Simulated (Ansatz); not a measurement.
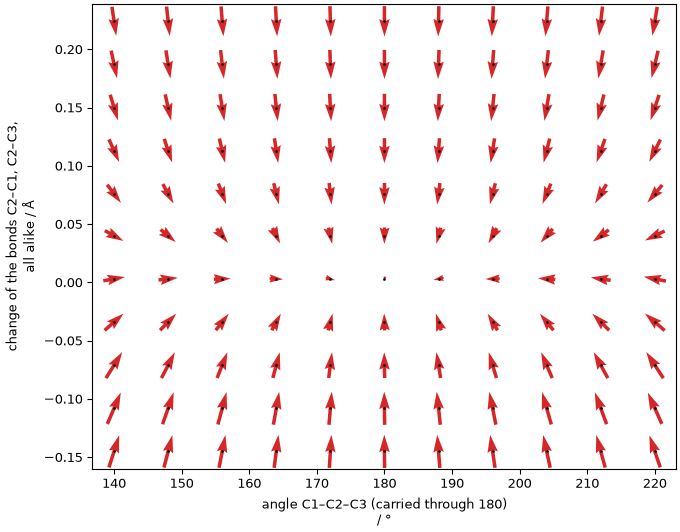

C3H2Se, SMILES C#CC=[Se]. First axis: angle C1–C2–C3 (carried through 180). Second axis: change of the bonds C2–C1, C2–C3, all alike. Nothing is relaxed (all other coordinates rigid). The scan uses an 11 × 11 grid. Points are written as (first, second). Theory: RKS wB97M-V/def2-SVP in Ansatz.

Drawn: dots at the grid points, arrows along the force (downhill), their lengths compressed.

> The arrows alone are given. Where is the energy lowest?

The arrows converge at about (179°, 0.000 Å) (read from the interpolated surface).

The energy map of the same scan:

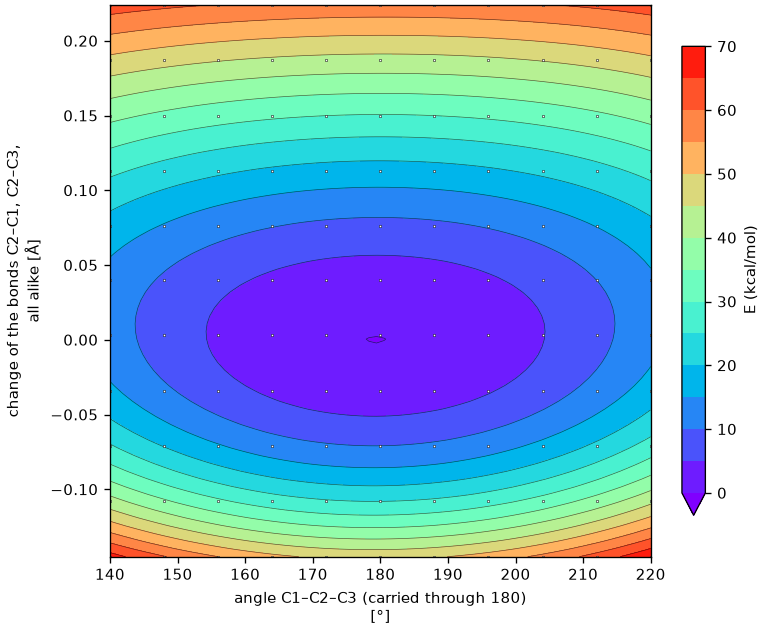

Energies are in kcal/mol, from the lowest grid point; between grid points the surface is interpolated.
